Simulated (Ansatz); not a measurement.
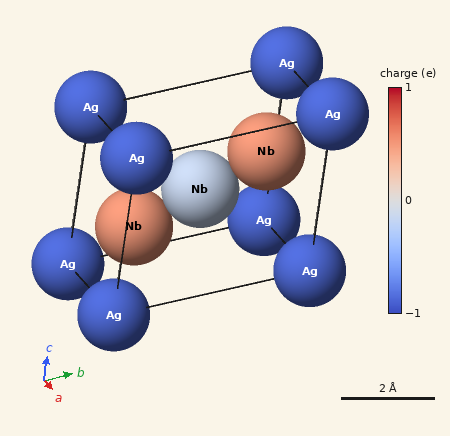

Crystal structure, spheres-only style, seen slightly off an axis. Atoms at the boundary of the simulation cell (the box) are drawn once for each face, edge or corner they touch. The atoms of this Nb3Ag cell are coloured by their Bader charge.

All computed values are from Ansatz, DFT PBE, scalar-relativistic, plane waves, PAW. Settings: a kinetic-energy cutoff of 420 eV, a 12×12×12 sampling of the Brillouin zone, Gaussian smearing of 0.1 eV, no spin polarisation.

What do the colours say about charge transfer?

Most positive: Nb; most negative: Ag. Charges: about Nb -0.1 to +0.5 e; Ag -0.8 e.

Provenance: a structure type filled with these elements by a generator (whether the compound takes this form wasn't checked). Earlier steps of the study may have refined or changed the cell and positions. Ansatz was used for an electronic-structure calculation on it.
